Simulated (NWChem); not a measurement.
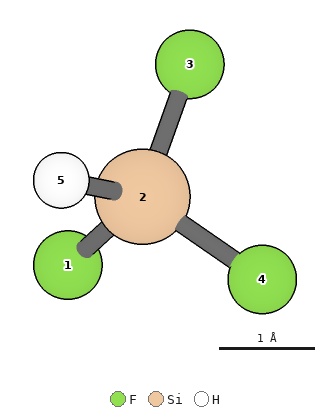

*The structure as given in the input (ball-and-stick view, seen at a tilt; atoms are numbered from 1 in the order of the input).*

Bond lengths as drawn: F–Si 1.57 Å and H–Si 1.46 Å.

**SiHF₃: energy and gradient calculation**

SiHF₃, computed with CAM-B3LYP/def2-SVPD, RKS (NWChem 7.3.0).

The geometry comes from this level: PBE0-D4/def2-TZVP.

Input:
```
START work
TITLE "F3HSi gradient"
memory 2200 mb

GEOMETRY noautosym nocenter noautoz
   F     -0.447100    -0.082200     1.491300
   Si     0.040700     0.001700    -0.001800
   F     -0.597100     1.281400    -0.657200
   F     -0.495900    -1.263300    -0.767200
   H      1.499400     0.062400    -0.065100
END

BASIS "ao basis" spherical bse
   * library def2-SVPD
END

DFT
   xc xcamb88 1.00 lyp 0.81 vwn_5 0.19 hfexch 1.00
   cam 0.33 cam_alpha 0.19 cam_beta 0.46
   grid fine
   convergence energy 1e-08
   direct
   iterations 100
   mulliken
   noprint "final vectors analysis"
END

TASK dft gradient
```

Hardware: 1 thread of Intel Xeon (Sapphire Rapids), 16 GiB of memory available, shared host.

Run as:
```bash
nwchem work.nw > work.out
```

What the program printed:
```
Northwest Computational Chemistry Package (NWChem) 7.3.0
             --------------------------------------------------------

           Job information
           ---------------

    nwchem branch   = 7.3.0
    use scalapack   = T
    input           = work.nw
    prefix          = work.
    data base       = ./work.db
    status          = startup
    nproc           =        1

           Memory information
           ------------------

    heap     =     72089596 doubles =      550.0 Mbytes
    stack    =     72089601 doubles =      550.0 Mbytes
    global   =    144179200 doubles =     1100.0 Mbytes (distinct from heap & stack)
    total    =    288358397 doubles =     2200.0 Mbytes
    verify   = yes
    hardfail = no

           Directory information
           ---------------------

  0 permanent = .
  0 scratch   = .

                                NWChem Input Module
                                -------------------

                                  F3HSi gradient
                                  --------------

 Scaling coordinates for geometry "geometry" by  1.889725989
 (inverse scale =  0.529177249)

                             Geometry "geometry" -> ""
                             -------------------------

 Output coordinates in angstroms (scale by  1.889725989 to convert to a.u.)

  No.       Tag          Charge          X              Y              Z
 ---- ---------------- ---------- -------------- -------------- --------------
    1 F                    9.0000    -0.44710000    -0.08220000     1.49130000
    2 Si                  14.0000     0.04070000     0.00170000    -0.00180000
    3 F                    9.0000    -0.59710000     1.28140000    -0.65720000
    4 F                    9.0000    -0.49590000    -1.26330000    -0.76720000
    5 H                    1.0000     1.49940000     0.06240000    -0.06510000

      Atomic Mass
      -----------

      F                 18.998400
      Si                27.976930
      H                  1.007825

 Effective nuclear repulsion energy (a.u.)     188.4078640495

            Nuclear Dipole moment (a.u.)
            ----------------------------
        X                 Y               Z
 ---------------- ---------------- ----------------
   -22.2830819395    -0.9272885426     0.9671617610

            XYZ format geometry
            -------------------
     5
 geometry
 F                    -0.44710000    -0.08220000     1.49130000
 Si                    0.04070000     0.00170000    -0.00180000
 F                    -0.59710000     1.28140000    -0.65720000
 F                    -0.49590000    -1.26330000    -0.76720000
 H                     1.49940000     0.06240000    -0.06510000

 ==============================================================================
                                internuclear distances
 ------------------------------------------------------------------------------
       center one      |      center two      | atomic units |  angstroms
 ------------------------------------------------------------------------------
    2 Si               |   1 F                |     2.97254  |     1.57300
    3 F                |   2 Si               |     2.97232  |     1.57289
    4 F                |   2 Si               |     2.97234  |     1.57290
    5 H                |   2 Si               |     2.76152  |     1.46133
 ------------------------------------------------------------------------------
                         number of included internuclear distances:          4
 ==============================================================================

 ==============================================================================
                                 internuclear angles
 ------------------------------------------------------------------------------
        center 1       |       center 2       |       center 3       |  degrees
 ------------------------------------------------------------------------------
    1 F                |   2 Si               |   3 F                |   108.25
    1 F                |   2 Si               |   4 F                |   108.25
    1 F                |   2 Si               |   5 H                |   110.66
    3 F                |   2 Si               |   4 F                |   108.25
    3 F                |   2 Si               |   5 H                |   110.67
    4 F                |   2 Si               |   5 H                |   110.66
 ------------------------------------------------------------------------------
                            number of included internuclear angles:          6
 ==============================================================================

 Summary of "ao basis" -> "" (spherical)
 ------------------------------------------------------------------------------
       Tag                 Description            Shells   Functions and Types
 ---------------- ------------------------------  ------  ---------------------
 *                         def2-SVPD                  on all atoms

                                 NWChem DFT Module
                                 -----------------

                                  F3HSi gradient

                      Basis "ao basis" -> "ao basis" (spherical)
                      -----
  [basis functions not shown]

 Summary of "ao basis" -> "ao basis" (spherical)
 ------------------------------------------------------------------------------
       Tag                 Description            Shells   Functions and Types
 ---------------- ------------------------------  ------  ---------------------
 F                         def2-SVPD                 9       23   4s3p2d
 Si                        def2-SVPD                10       24   5s3p2d
 H                         def2-SVPD                 4        8   2s2p

 Summary of "ao basis" -> "ao basis" (spherical)
 ------------------------------------------------------------------------------
       Tag                 Description            Shells   Functions and Types
 ---------------- ------------------------------  ------  ---------------------
 F                         def2-SVPD                 9       23   4s3p2d
 Si                        def2-SVPD                10       24   5s3p2d
 H                         def2-SVPD                 4        8   2s2p

  int_init: cando_txs set to always be  F
  Caching 1-el integrals
  itol2e modified to match energy
  convergence criterion.
  tol_rho modified to match energy
  convergence criterion.

            General Information
            -------------------
          SCF calculation type: DFT
          Wavefunction type:  closed shell.
          No. of atoms     :     5
          No. of electrons :    42
           Alpha electrons :    21
            Beta electrons :    21
          Charge           :     0
          Spin multiplicity:     1
          Use of symmetry is: off; symmetry adaption is: off
          Maximum number of iterations: 100
          This is a Direct SCF calculation.
          AO basis - number of functions:   101
                     number of shells:    41
          Convergence on energy requested:  1.00D-08
          Convergence on density requested:  1.00D-05
          Convergence on gradient requested:  5.00D-04

              XC Information
              --------------
                     Hartree-Fock (Exact) Exchange  1.000
                   CAM-Becke88 Exchange Functional  1.000
                      VWN V Correlation Functional  0.190 local
              Lee-Yang-Parr Correlation Functional  0.810

           Range-Separation Parameters
           ---------------------------
           Alpha           :  0.19
           Beta            :  0.46
           Gamma           :  0.33
           Short-Range HF  :     F

             Grid Information
             ----------------
          Grid used for XC integration:  fine
          Radial quadrature: Mura-Knowles
          Angular quadrature: Lebedev.
          Tag              B.-S. Rad. Rad. Pts. Rad. Cut. Ang. Pts.
          ---              ---------- --------- --------- ---------
          F                   0.50       70          10.0       590
          Si                  1.10      123           9.0       770
          H                   0.35       60          10.0       590
          Grid pruning is: on
          Number of quadrature shells:   393
          Spatial weights used:  Erf1

          Convergence Information
          -----------------------
          Convergence aids based upon iterative change in
          total energy or number of iterations.
          Levelshifting, if invoked, occurs when the
          HOMO/LUMO gap drops below (HL_TOL):  1.00D-02
          DIIS, if invoked, will attempt to extrapolate
          using up to (NFOCK): 10 stored Fock matrices.

                    Damping( 0%)  Levelshifting(0.5)       DIIS
                  --------------- ------------------- ---------------
          dE  on:    start            ASAP                start
          dE off:    2 iters        100 iters           100 iters

      Screening Tolerance Information
      -------------------------------
          Density screening/tol_rho:  1.00D-11
          AO Gaussian exp screening on grid/accAOfunc:  18
          CD Gaussian exp screening on grid/accCDfunc:  20
          XC Gaussian exp screening on grid/accXCfunc:  20
          Schwarz screening/accCoul:  1.00D-09

      Superposition of Atomic Density Guess
      -------------------------------------

 Sum of atomic energies:        -587.12985273

      Non-variational initial energy
      ------------------------------

 Total energy =    -587.872445
 1-e energy   =   -1192.636529
 2-e energy   =     416.356219
 HOMO         =      -0.490728
 LUMO         =       0.058634

   Time after variat. SCF:      0.5

     ---------------------------------------------
      Total Density - Mulliken Population Analysis
     ---------------------------------------------

    Atom       Charge   Shell Charges
 -----------   ------   -------------------------------------------------------
    1 F    9     9.76   1.99  1.15  0.77  0.07  3.51  2.10  0.15  0.00  0.01
    2 Si  14    11.67   2.00  1.99  0.72 -0.33  0.11  5.93  0.74  0.13  0.34  0.03
    3 F    9     9.76   1.99  1.15  0.77  0.07  3.51  2.10  0.15  0.00  0.01
    4 F    9     9.76   1.99  1.15  0.77  0.07  3.51  2.10  0.15  0.00  0.01
    5 H    1     1.07   0.68  0.33  0.01  0.04
   Time prior to 1st pass:      0.5

 Grid_pts file          = ./work.gridpts.0
 Record size in doubles =  12289        No. of grid_pts per rec  =   3070
 Max. records in memory =    110        Max. recs in file   = *********

           Memory utilization after 1st SCF pass:
           Heap Space remaining (MW):       37.18            37182524
          Stack Space remaining (MW):       72.09            72088908

   convergence    iter        energy       DeltaE   RMS-Dens  Diis-err    time
 ---------------- ----- ----------------- --------- --------- ---------  ------
 d= 0,ls=0.0,diis     1   -589.3482062522 -7.78D+02  1.74D-02  9.31D-01     4.9
 d= 0,ls=0.0,diis     2   -589.3542865819 -6.08D-03  5.85D-03  1.20D+00     9.3
 d= 0,ls=0.0,diis     3   -589.4459550920 -9.17D-02  9.29D-04  8.34D-03    14.1
 d= 0,ls=0.0,diis     4   -589.4466332952 -6.78D-04  3.28D-04  4.66D-04    19.1
 d= 0,ls=0.0,diis     5   -589.4466732626 -4.00D-05  3.18D-05  1.82D-06    24.1
 d= 0,ls=0.0,diis     6   -589.4466736685 -4.06D-07  7.74D-06  4.04D-08    29.0
 d= 0,ls=0.0,diis     7   -589.4466736781 -9.61D-09  4.69D-07  2.57D-09    33.9

         Total DFT energy =     -589.446673678146
      One electron energy =    -1193.654448898120
           Coulomb energy =      468.523796387682
    Exchange-Corr. energy =      -52.723885217252
 Nuclear repulsion energy =      188.407864049543

 Numeric. integr. density =       41.999999971837

     Total iterative time =     33.4s

     ---------------------------------------------
      Total Density - Mulliken Population Analysis
     ---------------------------------------------

    Atom       Charge   Shell Charges
 -----------   ------   -------------------------------------------------------
    1 F    9     9.58   1.99  1.13  0.77  0.16  3.37  1.95  0.20  0.01  0.01
    2 Si  14    12.20   2.00  1.98  0.89 -0.72  0.16  5.92  1.12  0.24  0.57  0.03
    3 F    9     9.58   1.99  1.13  0.77  0.16  3.37  1.95  0.20  0.01  0.01
    4 F    9     9.58   1.99  1.13  0.77  0.16  3.37  1.95  0.20  0.01  0.01
    5 H    1     1.06   0.74  0.27  0.01  0.04

     -------------------------------------------
      Total Density - Lowdin Population Analysis
     -------------------------------------------

    Atom       Charge   Shell Charges
 -----------   ------   -------------------------------------------------------
    1 F    9     9.33   1.98  0.98  0.65  0.14  3.22  1.96  0.29  0.01  0.12
    2 Si  14    13.00   2.00  1.86  0.31  0.15  0.11  5.80  1.03  0.51  0.87  0.37
    3 F    9     9.33   1.98  0.98  0.65  0.14  3.22  1.96  0.29  0.01  0.12
    4 F    9     9.33   1.98  0.98  0.65  0.14  3.22  1.96  0.29  0.01  0.12
    5 H    1     1.01   0.60  0.30  0.02  0.09

 center of mass
 --------------
 x =  -0.58484483 y =  -0.02433806 z =   0.02538593

 moments of inertia (a.u.)
 ------------------
         440.176938047646           7.793673435145          -8.116778061166
           7.793673435145         253.363058687812          -0.342331179308
          -8.116778061166          -0.342331179308         253.378905477530

     Multipole analysis of the density
     ---------------------------------

     L   x y z        total         alpha         beta         nuclear
     -   - - -        -----         -----         ----         -------
     0   0 0 0     -0.000000    -21.000000    -21.000000     42.000000

     1   1 0 0      0.579526     11.431304     11.431304    -22.283082
     1   0 1 0      0.024144      0.475716      0.475716     -0.927289
     1   0 0 1     -0.025374     -0.496268     -0.496268      0.967162

     2   2 0 0    -20.176263    -27.037267    -27.037267     33.898270
     2   1 1 0      0.088725      1.513115      1.513115     -2.937505
     2   1 0 1     -0.092260     -1.575150     -1.575150      3.058041
     2   0 2 0    -22.302711    -63.299539    -63.299539    104.296367
     2   0 1 1     -0.003912     -0.066664     -0.066664      0.129416
     2   0 0 2    -22.302930    -63.297277    -63.297277    104.291625

            General Information
            -------------------
          SCF calculation type: DFT
          Wavefunction type:  closed shell.
          No. of atoms     :     5
          No. of electrons :    42
           Alpha electrons :    21
            Beta electrons :    21
          Charge           :     0
          Spin multiplicity:     1
          Use of symmetry is: off; symmetry adaption is: off
          Maximum number of iterations: 100
          This is a Direct SCF calculation.
          AO basis - number of functions:   101
                     number of shells:    41
          Convergence on energy requested:  1.00D-08
          Convergence on density requested:  1.00D-05
          Convergence on gradient requested:  5.00D-04

              XC Information
              --------------
                     Hartree-Fock (Exact) Exchange  1.000
                   CAM-Becke88 Exchange Functional  1.000
                      VWN V Correlation Functional  0.190 local
              Lee-Yang-Parr Correlation Functional  0.810

           Range-Separation Parameters
           ---------------------------
           Alpha           :  0.19
           Beta            :  0.46
           Gamma           :  0.33
           Short-Range HF  :     F

             Grid Information
             ----------------
          Grid used for XC integration:  fine
          Radial quadrature: Mura-Knowles
          Angular quadrature: Lebedev.
          Tag              B.-S. Rad. Rad. Pts. Rad. Cut. Ang. Pts.
          ---              ---------- --------- --------- ---------
          F                   0.50       70          10.0       590
          Si                  1.10      123           9.0       770
          H                   0.35       60          10.0       590
          Grid pruning is: on
          Number of quadrature shells:   393
          Spatial weights used:  Erf1

          Convergence Information
          -----------------------
          Convergence aids based upon iterative change in
          total energy or number of iterations.
          Levelshifting, if invoked, occurs when the
          HOMO/LUMO gap drops below (HL_TOL):  1.00D-02
          DIIS, if invoked, will attempt to extrapolate
          using up to (NFOCK): 10 stored Fock matrices.

                    Damping( 0%)  Levelshifting(0.5)       DIIS
                  --------------- ------------------- ---------------
          dE  on:    start            ASAP                start
          dE off:    2 iters        100 iters           100 iters

      Screening Tolerance Information
      -------------------------------
          Density screening/tol_rho:  1.00D-11
          AO Gaussian exp screening on grid/accAOfunc:  18
          CD Gaussian exp screening on grid/accCDfunc:  20
          XC Gaussian exp screening on grid/accXCfunc:  20
          Schwarz screening/accCoul:  1.00D-09

  int_init: cando_txs set to always be  F
  intd_init: cando_txs set to always be  F

                            NWChem DFT Gradient Module
                            --------------------------

                                  F3HSi gradient

  charge          =   0.00
  wavefunction    = closed shell

  int_init: cando_txs set to always be  F
  intd_init: cando_txs set to always be  F

                         DFT ENERGY GRADIENTS

    atom               coordinates                        gradient
                 x          y          z           x          y          z
   1 F      -0.844896  -0.155335   2.818148    0.008512   0.001396  -0.024440
   2 Si      0.076912   0.003213  -0.003402   -0.028448  -0.001174   0.001151
   3 F      -1.128355   2.421495  -1.241928    0.011004  -0.020982   0.010736
   4 F      -0.937115  -2.387291  -1.449798    0.009343   0.020779   0.012536
   5 H       2.833455   0.117919  -0.123021   -0.000412  -0.000019   0.000017

                 ----------------------------------------
                 |  Time  |  1-e(secs)   |  2-e(secs)   |
                 ----------------------------------------
                 |  CPU   |       0.01   |      29.60   |
                 ----------------------------------------
                 |  WALL  |       0.01   |      29.60   |
                 ----------------------------------------

 Task  times  cpu:       64.4s     wall:       64.4s
 Total times  cpu:       64.4s     wall:       64.4s
```

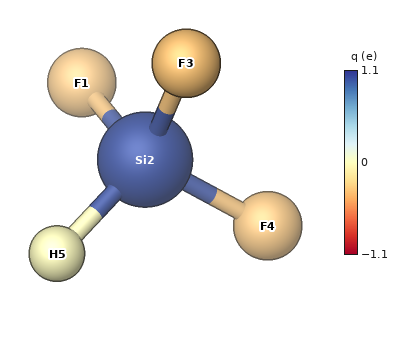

*Löwdin charges, as the colour of each atom (ball-and-stick view, seen at a tilt; atoms are numbered from 1 in the order of the input).*

By element: F −0.33, Si +1.00 and H −0.01 e.

Summary:

```csv
quantity,value
outcome,converged
total energy,−589.446674 hartree
basis functions,101
largest force,1.465 eV/Å
dipole moment,1.48 D
wall time,65 s
peak memory,0.12 GiB
```
